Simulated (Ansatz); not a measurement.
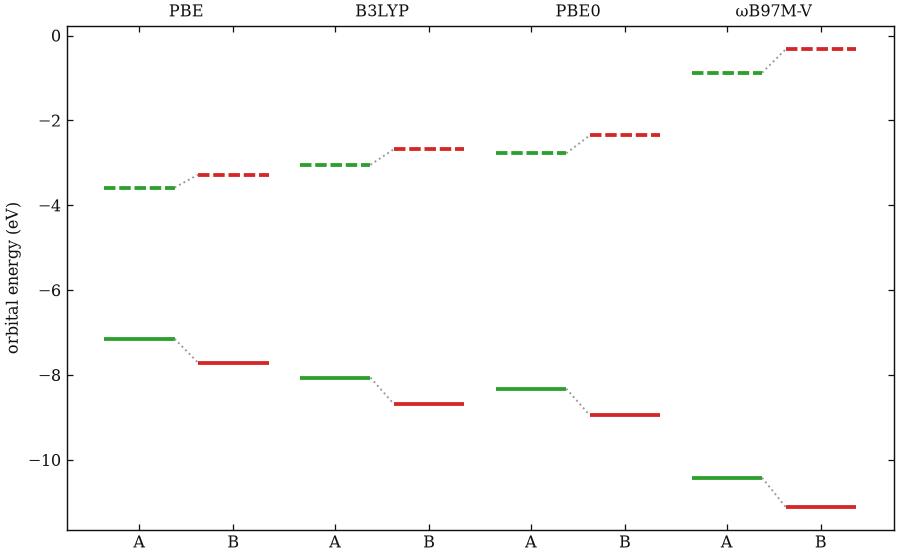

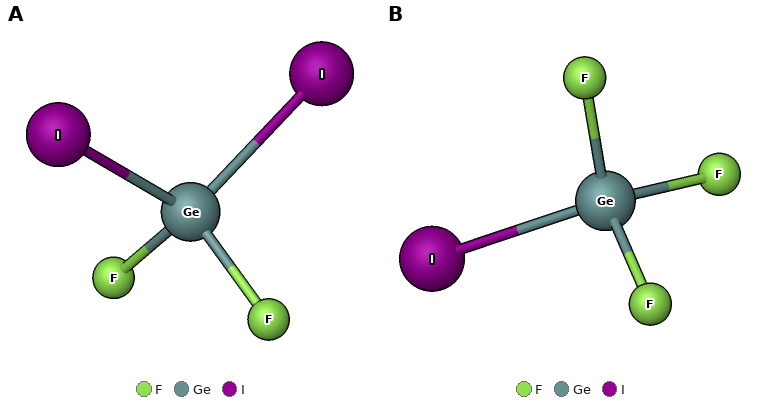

One change: A, GeI₂F₂ (SMILES [F][Ge]([F])([I])[I]), becomes B, GeIF₃ (SMILES [F][Ge]([F])([F])[I]). I on Ge is replaced by F. HOMO (solid) and LUMO (dashed) computed in def2-TZVPP at PBE0-D4/def2-TZVP geometries, both minima by their frequencies, gas phase, the Ansatz code.

Q: What does the change do to HOMO and LUMO?

A: PBE: the HOMO falls by 0.56 eV, the LUMO rises by 0.30 eV, and the separation goes from 3.57 to 4.43 eV. B3LYP: the HOMO falls by 0.62 eV, the LUMO rises by 0.37 eV, and the separation goes from 5.02 to 6.01 eV. PBE0: the HOMO falls by 0.62 eV, the LUMO rises by 0.42 eV, and the separation goes from 5.55 to 6.59 eV. ωB97M-V: the HOMO falls by 0.69 eV, the LUMO rises by 0.55 eV, and the separation goes from 9.54 to 10.78 eV.

Q: Do the functionals agree on the effect?

A: They agree on the direction for both levels; the HOMO shift lies between −0.69 and −0.56 eV and the LUMO shift between 0.30 and 0.55 eV, while the separations themselves differ by up to 6.4 eV between functionals.

Caveats: core potentials past krypton; spin-orbit coupling is left out, and with I it can shift these values.
